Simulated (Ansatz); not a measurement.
**quartet GaSiH4O at 6 levels**

Aim: a comparison of 6 runs (U-r2SCAN0/cc-pVDZ, U-wB97M-V/cc-pVDZ, UB3LYP/cc-pVDZ, UCAM-B3LYP/cc-pVDZ, UPBE/cc-pVDZ, USVWN5/cc-pVDZ) of quartet GaSiH4O. 

The calculation is run with Ansatz 0.2.0.

72 further runs of the same task are left out: 72 set aside as unsound or not needed.

**1. Starting point**

GaSiH4O: 7 atoms, total charge 0, spin state quartet. As SMILES of the parent species, `[SiH3][O][GaH]`. The coordinates come from a PBE0-D4/def2-TZVP relaxation. This is one conformer, not always the lowest. That shape belongs to the parent species and isn't relaxed for this state.

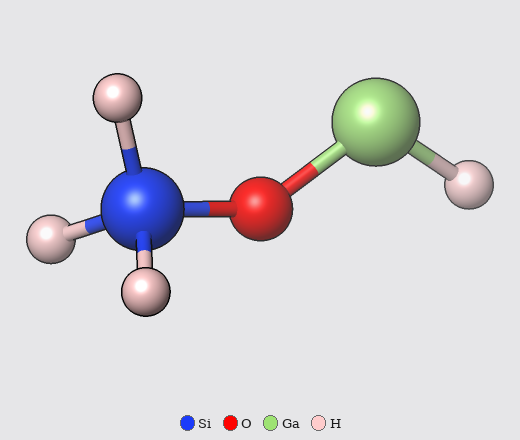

Viewed from a chosen angle; silicon blue, oxygen red, gallium green, hydrogen pink.

**2. The energy at U-r2SCAN0/cc-pVDZ (run 1)**

run.yaml

```yaml
basis:
  gaussian:
    orbitals: cc-pVDZ
crystal:
  periodic: [false, false, false]
  atoms:
    - {symbol: Si, position_ang: [-0.907100, 0.576700, -0.244500]}
    - {symbol: O, position_ang: [0.281700, -0.375400, 0.340400]}
    - {symbol: Ga, position_ang: [1.972300, -0.895800, 0.047800]}
    - {symbol: H, position_ang: [-2.099000, -0.248300, -0.578700]}
    - {symbol: H, position_ang: [-0.473700, 1.297400, -1.475800]}
    - {symbol: H, position_ang: [-1.295700, 1.586500, 0.776300]}
    - {symbol: H, position_ang: [2.521500, -1.941000, 1.134400]}
magnetization:
  spin_polarized: true
  initial_magnetization: 3
hamiltonian:
  xc: {name: r2SCAN0}
accuracy: high
output: {orbitals: {seedname: orbitals}}
```

The run is started by

```
$ ansatz run run.yaml --threads 1 --pin off --max-ram 3480MiB --events-out events.jsonl --progress --plain --runs-dir runs
```

The log of the run:

```text
Warning: RAYON_NUM_THREADS=1 ignored (pool sized by the plan → 1); use --threads N
Functional definition: r2SCAN0
  name "r2SCAN0"
  parameter a = 0.25
  parameter k0 = 0.174
  parameter k1 = 0.065
  parameter a1 = 4.9479
  exchange = (1 - a)*r2scan_x(k0 = k0, k1 = k1, a1 = a1) + a*exact_x
  correlation = r2scan_c
1788 factors; integrals over basis functions are off by at most 4.7e-9 eV
mean field evaluation 1: about -62353.0853 eV, gradient 3.2e1 eV
mean field evaluation 2: about -62327.7605 eV, gradient 7.6e1 eV
mean field evaluation 4: about -62357.9649 eV, gradient 5.9e0 eV
mean field evaluation 8: about -62358.3021 eV, gradient 3.1e-1 eV
mean field evaluation 16: about -62358.3030 eV, gradient 4.4e-4 eV
mean field evaluation 32: about -62358.3030 eV, gradient 2.7e-5 eV
mean field evaluation 64: about -62358.3025 eV, gradient 6.0e-2 eV
mean field evaluation 96: about -62358.3030 eV, gradient 1.9e-2 eV
mean field -62358.30304639 eV, -2291.6253689789 hartree, gradient 4.3e-8 eV, S^2 3.764509; 7 other end points of the search recorded, 0 dependent functions left out
reference -62358.30304919 eV, -2291.6253690819 hartree; 30, 27 occupied and 49, 52 virtual orbitals, 1788 factors
Total energy: -62358.30304919 eV, -2291.6253690819 hartree
```

It took 2.4 min on 1 thread of Arm Neoverse V1, shared host; peak memory 0.58 GiB.

**3. The energy at U-wB97M-V/cc-pVDZ (run 2)**

job.yaml

```yaml
crystal:
  periodic: [false, false, false]
  atoms:
    - {symbol: Si, position_ang: [-0.907100, 0.576700, -0.244500]}
    - {symbol: O, position_ang: [0.281700, -0.375400, 0.340400]}
    - {symbol: Ga, position_ang: [1.972300, -0.895800, 0.047800]}
    - {symbol: H, position_ang: [-2.099000, -0.248300, -0.578700]}
    - {symbol: H, position_ang: [-0.473700, 1.297400, -1.475800]}
    - {symbol: H, position_ang: [-1.295700, 1.586500, 0.776300]}
    - {symbol: H, position_ang: [2.521500, -1.941000, 1.134400]}
basis:
  gaussian:
    orbitals: cc-pVDZ
magnetization:
  spin_polarized: true
  initial_magnetization: 3
hamiltonian:
  xc: {name: wB97M-V}
accuracy: high
output: {orbitals: {seedname: orbitals}}
```

The run is started by

```
$ ansatz run job.yaml --threads 1 --pin off --max-ram 3480MiB --events-out events.jsonl --progress --plain --runs-dir runs
```

The log of the run, cut to the lines that bear on the results:

```text
Warning: RAYON_NUM_THREADS=1 ignored (pool sized by the plan → 1); use --threads N
Functional definition: wB97M-V
  name "wB97M-V"
[...]
  gx(w, u) = 1 - cx + cx01*u + cx10*w
  gss(w, u) = css00 + css04*u^4 + css10*w + css20*w^2 + css43*w^4*u^3
  gos(w, u) = cos00 + cos10*w + (cos20 + cos21*u)*w^2 + (cos60 + cos61*u)*w^6
[...]
      + integral(e_c_pw_mod_opposite_spin*gos(b97_w_opposite, b97_u_opposite)) + vv10(b, c)
1788 factors; integrals over basis functions are off by at most 4.7e-9 eV
364 factors; integrals over basis functions are off by at most 1.5e-9 eV
[...]
mean field -62356.78131988 eV, -2291.5694465612 hartree, gradient 5.9e-8 eV, S^2 3.758773; 6 other end points of the search recorded, 0 dependent functions left out
reference -62356.78132417 eV, -2291.5694467188 hartree; 30, 27 occupied and 49, 52 virtual orbitals, 1788 factors
Total energy: -62356.78132417 eV, -2291.5694467188 hartree
```

Wall time 5 min (1 thread of Arm Neoverse V1, shared host); peak memory 1 GiB.

Runs 3 to 5 aren't shown in full; the table further down has their settings and results.

**4. The energy at USVWN5/cc-pVDZ (run 6)**

input.yaml

```yaml
crystal:
  periodic: [false, false, false]
  atoms:
    - {symbol: Si, position_ang: [-0.907100, 0.576700, -0.244500]}
    - {symbol: O, position_ang: [0.281700, -0.375400, 0.340400]}
    - {symbol: Ga, position_ang: [1.972300, -0.895800, 0.047800]}
    - {symbol: H, position_ang: [-2.099000, -0.248300, -0.578700]}
    - {symbol: H, position_ang: [-0.473700, 1.297400, -1.475800]}
    - {symbol: H, position_ang: [-1.295700, 1.586500, 0.776300]}
    - {symbol: H, position_ang: [2.521500, -1.941000, 1.134400]}
basis:
  gaussian:
    orbitals: cc-pVDZ
magnetization:
  spin_polarized: true
  initial_magnetization: 3
hamiltonian:
  xc: {name: SVWN5}
accuracy: high
output: {orbitals: {seedname: orbitals}}
```

The run is started by

```
$ ansatz run input.yaml --threads 1 --pin off --max-ram 3480MiB --events-out events.jsonl --progress --plain --runs-dir runs
```

The log of the run:

```text
Warning: RAYON_NUM_THREADS=1 ignored (pool sized by the plan → 1); use --threads N
Functional definition: SVWN5
  name "SVWN5"
  exchange = slater_x
  correlation = vwn5_c
1788 factors; integrals over basis functions are off by at most 4.7e-9 eV
mean field evaluation 1: about -62225.2198 eV, gradient 3.9e1 eV
mean field evaluation 2: about -62132.7767 eV, gradient 1.3e2 eV
mean field evaluation 4: about -62226.2912 eV, gradient 2.9e1 eV
mean field evaluation 8: about -62230.1494 eV, gradient 1.3e1 eV
mean field evaluation 16: about -62232.2311 eV, gradient 1.4e-1 eV
mean field evaluation 32: about -62227.1006 eV, gradient 1.2e1 eV
mean field evaluation 64: about -62232.2318 eV, gradient 2.6e-8 eV
mean field -62232.23235170 eV, -2286.9923564029 hartree, gradient 6.3e-8 eV, S^2 3.753225; 8 other end points of the search recorded, 0 dependent functions left out
reference -62232.23235509 eV, -2286.9923565276 hartree; 30, 27 occupied and 49, 52 virtual orbitals, 1788 factors
Total energy: -62232.23235509 eV, -2286.9923565276 hartree
```

Run time: 16 s. Hardware: 1 thread of Arm Neoverse V1, shared host; peak memory 0.25 GiB.

**5. The series**

```
run               level   energy (Eh)  HOMO energy (eV)   ⟨S²⟩  wall time
  1   U-r2SCAN0/cc-pVDZ  -2291.625369             -3.26  3.765    2.4 min
  2   U-wB97M-V/cc-pVDZ  -2291.569447             -4.71  3.759      5 min
  3      UB3LYP/cc-pVDZ  -2291.811515             -2.92  3.759       48 s
  4  UCAM-B3LYP/cc-pVDZ  -2291.827715             -4.00  3.761       42 s
  5        UPBE/cc-pVDZ  -2291.214135             -2.35  3.754       34 s
  6      USVWN5/cc-pVDZ  -2286.992357             -2.34  3.753       16 s
```

**6. Summary of results**

| quantity | value |
| --- | --- |
| run 6: total energy | -2286.99236 Eh |
| run 6: HOMO energy (highest over α and β) | -2.34 eV |
| run 6: ⟨S²⟩ | 3.753 |

What this shows: Totals of different functionals can't be ranked against each other. All runs together took 9.7 min, the longest 5 min.
